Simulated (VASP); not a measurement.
Energy against volume of BN (zinc blende). Level of theory: optB88-vdW, VASP's PBE PAW potentials (set 64) (plane waves; VASP).

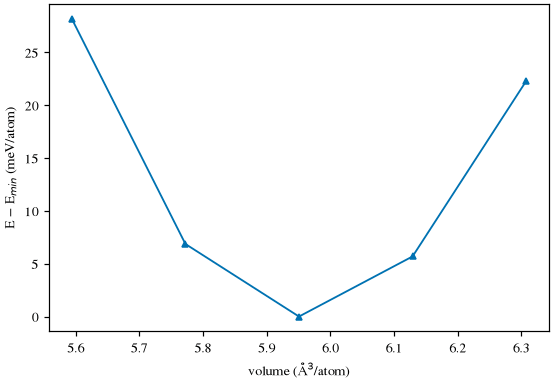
Energy against volume

**Question.** Estimate the equilibrium volume and the bulk modulus.

**Answer.** The minimum lies near 6.0 Å³/atom, and the curvature gives B0 of about 370 GPa.

Measured: bulk modulus 410 GPa at 0 K (computed value off by -8.9 %), as given by Daniel Mejia-Rodriguez et al., Physical Review B (2018), arXiv:1807.09216 [0 K value with the zero-point phonon effect removed]; a 3.593 Å at 0 K (computed value off by +0.9 %), as given by Tamar Goldzak et al., The Journal of Chemical Physics (2022), arXiv:2208.04865 [corrected for zero-point motion].

The compound is BN in the zinc blende structure. It was relaxed first.
